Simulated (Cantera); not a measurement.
Input: 1 mol ZrO2, a varied amount of H2, held at 1525 °C and 380000 Pa.

Equilibrium computed with Cantera from the NASA thermochemical tables; the gas is ideal and each condensed phase is pure. Candidate condensed phases: H2O, Zr, ZrO2; 12 gas species. Mutual solubility and eutectic melting of coexisting phases are not modelled. Condensed phases not in the tables: N, O or C dissolved in the metal. Equilibrium is a limit: real reactors are often held back by kinetics, nucleation or transport.

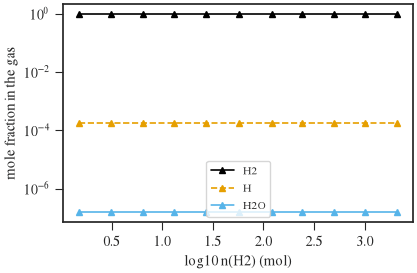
Fig. 1. Equilibrium gas composition (values under 1e-9 drawn at 1e-9)

From 1.5 mol H2 to 1000 mol H2 the condensed part is ZrO2(tetragonal). At 2100 mol H2 the condensed part is Zr(β) + ZrO2(tetragonal).
